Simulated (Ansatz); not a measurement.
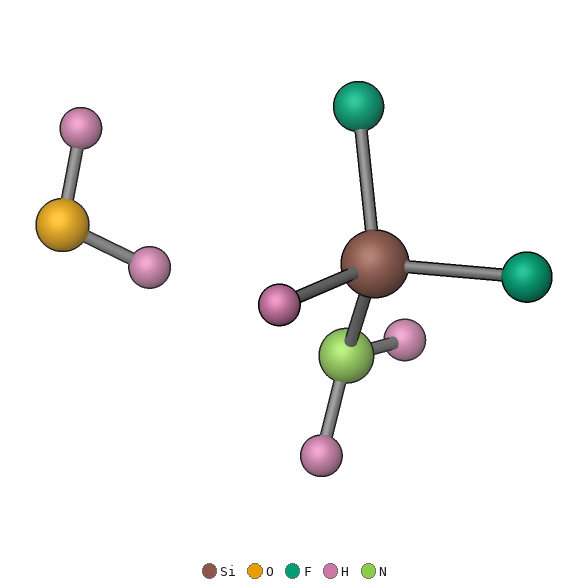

The picture shows the input geometry.

Ansatz 0.2.0 input:

```yaml
crystal:
  periodic: [false, false, false]
  atoms:
    - {symbol: Si, position_ang: [0.196378, 1.121115, 0.345452]}
    - {symbol: O, position_ang: [0.937272, -2.058297, -0.704142]}
    - {symbol: F, position_ang: [-0.261462, 2.521492, 0.938344]}
    - {symbol: F, position_ang: [0.823557, 0.345561, 1.579555]}
    - {symbol: H, position_ang: [1.191649, 1.362122, -0.703943]}
    - {symbol: H, position_ang: [0.141924, -1.535775, -0.534153]}
    - {symbol: N, position_ang: [-1.086986, 0.175998, -0.247515]}
    - {symbol: H, position_ang: [1.324379, -2.201330, 0.162483]}
    - {symbol: H, position_ang: [-1.859405, -0.068516, 0.354739]}
    - {symbol: H, position_ang: [-1.407307, 0.337531, -1.190820]}
basis:
  gaussian: {orbitals: def2-TZVPP}
hamiltonian: {xc: lda}
```

Command:

```sh
ansatz run in.yaml --threads 4 --pin off --events-out ev --progress --plain --max-ram 9574MiB
```

Result:

```
Functional definition: SPW92
  name "SPW92"
  cite "Dirac, Proc. Camb. Phil. Soc. 26, 376 (1930) doi:10.1017/S0305004100016108"
  cite "Slater, Phys. Rev. 81, 385 (1951) doi:10.1103/PhysRev.81.385"
  cite "Perdew & Wang, Phys. Rev. B 45, 13244 (1992) doi:10.1103/PhysRevB.45.13244"
  exchange = slater_x
  correlation = pw_c
1201 factors; their error is unknown
mean field evaluation 1: about -16829.7879 eV, gradient 9.9e1 eV
mean field evaluation 2: about -16784.0092 eV, gradient 1.8e2 eV
mean field evaluation 4: about -16845.2766 eV, gradient 1.4e1 eV
mean field evaluation 8: about -16845.5611 eV, gradient 2.8e-1 eV
mean field evaluation 16: about -16845.5400 eV, gradient 2.3e-4 eV
mean field -16845.53995922 eV, -619.0621751843 hartree, gradient 4.0e-5 eV, S^2 0.000000; 0 other end points of the search recorded, 0 dependent functions left out
reference -16845.53999549 eV, -619.0621765171 hartree; 26, 26 occupied and 210, 210 virtual orbitals, 1201 factors
Total energy: -16845.53999549 eV, -619.0621765171 hartree
```
